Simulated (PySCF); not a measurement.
C$_{7}$H$_{9}$P (SMILES Cc1ccpcc1C)

```yaml
atoms:
  - { symbol: C, position_ang: [-0.7356, 2.3863, 0.0708] }
  - { symbol: C, position_ang: [0.1201, 1.1861, -0.2118] }
  - { symbol: C, position_ang: [1.5008, 1.3576, -0.3668] }
  - { symbol: C, position_ang: [2.4087, 0.3397, -0.6328] }
  - { symbol: P, position_ang: [1.9955, -1.3328, -0.8184] }
  - { symbol: C, position_ang: [0.2795, -1.2338, -0.5797] }
  - { symbol: C, position_ang: [-0.4768, -0.0910, -0.3174] }
  - { symbol: C, position_ang: [-1.9647, -0.2206, -0.1435] }
  - { symbol: H, position_ang: [-1.5031, 2.5299, -0.7073] }
  - { symbol: H, position_ang: [-0.1322, 3.3027, 0.1215] }
  - { symbol: H, position_ang: [-1.2751, 2.2841, 1.0266] }
  - { symbol: H, position_ang: [1.8872, 2.3785, -0.2704] }
  - { symbol: H, position_ang: [3.4659, 0.6103, -0.7322] }
  - { symbol: H, position_ang: [-0.2658, -2.1829, -0.6444] }
  - { symbol: H, position_ang: [-2.5111, 0.3744, -0.8935] }
  - { symbol: H, position_ang: [-2.2871, -1.2657, -0.2410] }
  - { symbol: H, position_ang: [-2.2892, 0.1445, 0.8444] }
```

Geometry: PBE0-D3(BJ)/def2-SVP.

Theory: wB97X-D/def2-SVPD, SCF density, gas phase in PySCF 2.14.0.

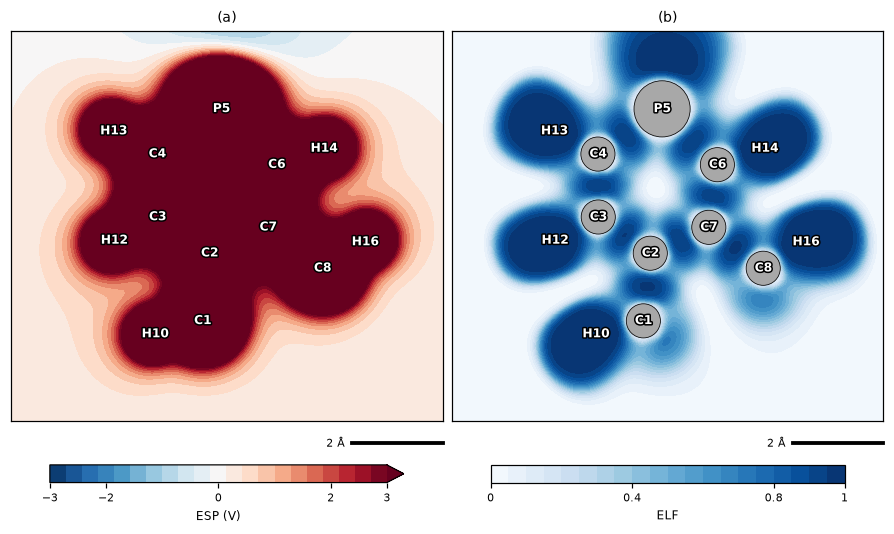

Figure 1. (a) molecular electrostatic potential; (b) ELF on the plane of atoms C2, C1 and H10. Grey discs cover the atomic cores in the ELF map.

> Describe what can be read from this map.

The section cuts through C, P and H sites.
C–C (1.39 Å): the ELF peaks at about 0.95 between the atoms; a covalent bond.
C–P (1.73 Å): the ELF peaks at about 0.95 between the atoms; localised, covalent bonding.
C–H (1.10 Å): the ELF climbs to about 1 towards the hydrogen, as it does in any bond to H; an ordinary covalent bond to hydrogen.
C–C (1.50 Å): the ELF peaks at about 0.95 between the atoms: a covalent bond.
The ELF also peaks beside P5, away from the bonds: lone-pair regions.
Outside the dense part of the molecule the potential is most negative (−1.0 V) near P5.

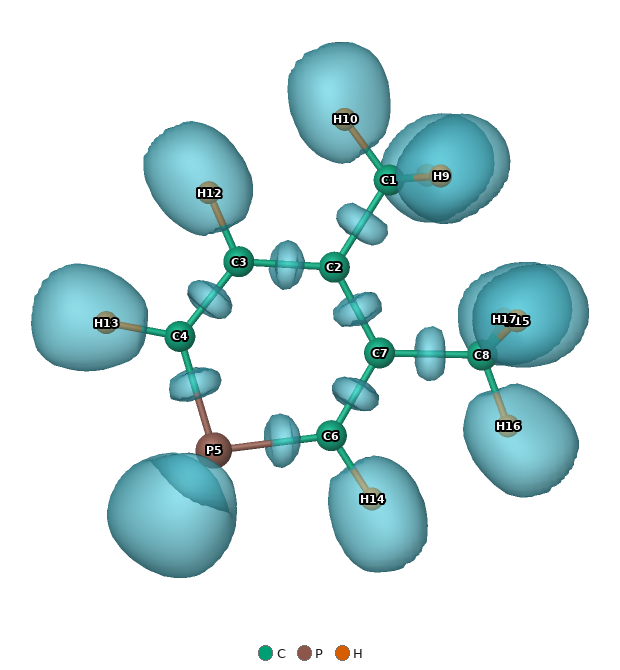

Figure 2. Isosurface of the electron localisation function at 0.85 (cyan), seen across its widest extent. Only the valence region is drawn (cores and ρ < 0.01 e/Å³ removed).

> Where are the electrons localised?

The ELF exceeds this value in six regions between bonded C–C atoms (shared pairs), two regions between bonded C–P atoms (shared pairs), nine regions around hydrogen nuclei and one lobe on P, pointing away from the bonds (lone pairs).

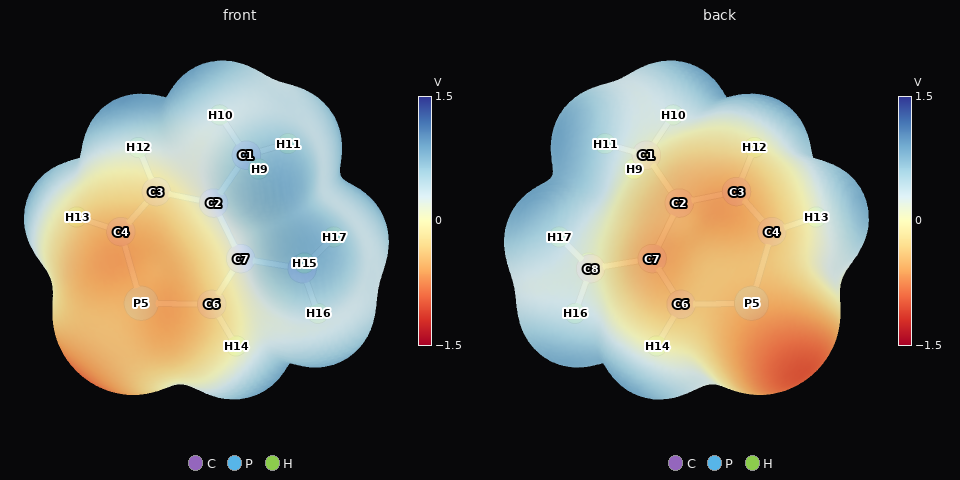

Figure 3. The molecular electrostatic potential painted on the density surface at 0.002 e/bohr³, seen from the front and from behind; the colour scale runs from red (negative) to blue (positive).

> Describe the electrostatic potential map.

The most negative region (about −1.0 V) lies over P5, the most positive (about +0.9 V) over the H atoms.
